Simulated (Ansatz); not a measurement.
# C2H7N: a line through the functionals

C2H7N has 10 atoms, charge 0, and is taken as a singlet. As SMILES, `CCN`. The coordinates come from a PBE0-D4/def2-TZVP relaxation. This is one conformer, not always the lowest.

The vertical energy of the triplet above the singlet y, in eV, basis cc-pVDZ; a is the functional's share of exact exchange. Programs: Ansatz 0.2.0.

| functional | program | a | y (eV) |
| --- | --- | --- | --- |
| r2SCAN | Ansatz | 0 | 6.40 |
| PBE | Ansatz | 0 | 6.30 |
| B3LYP | Ansatz | 0.2 | 6.47 |
| r2SCAN0 | Ansatz | 0.25 | 6.48 |
| PBE0 | Ansatz | 0.25 | ? |
| BHLYP | Ansatz | 0.5 | 6.62 |

Question: Fit y = c + s·a to the known rows and predict PBE0.

Answer: 
1. Means of the 5 rows: a = 0.1900, y = 6.454.
2. Σ(Δa)² = 0.172, Σ(Δa·Δy) = 0.0927, so the slope is 0.0927/0.172 = 0.53895.
3. Intercept: 6.454 − (0.53895) × 0.1900 = 6.352. The largest residual of the fit is 0.052.
4. PBE0: 6.352 + (0.53895) × 0.25 = 6.49 eV.

The run gave 6.51 eV, so the prediction is off by -0.02 eV, within the scatter of the fit. The rows mix families of semi-local functionals, which the line can't see.

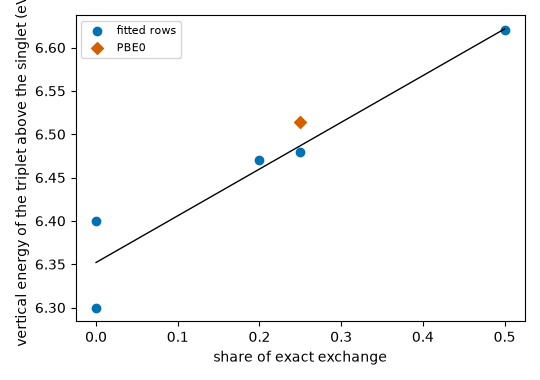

The fitted line, with the withheld row.
